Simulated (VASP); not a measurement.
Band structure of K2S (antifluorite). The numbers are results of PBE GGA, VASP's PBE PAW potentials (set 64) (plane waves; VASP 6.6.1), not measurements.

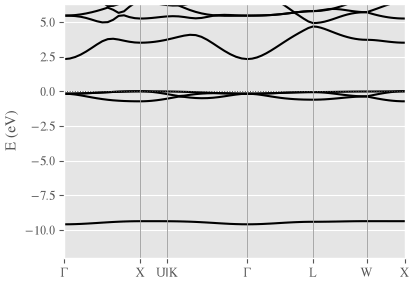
Figure. Bands along high-symmetry lines, zero at the valence-band maximum or, without a gap, the Fermi level

### Question
Read the plot: is there a gap, and where are the band edges?

### Answer
The gap is indirect, 2.33 eV, from the valence maximum at X to the conduction minimum at Γ. (Edges off the drawn lines would not show.)

The compound is K2S in the antifluorite structure. It was relaxed first.
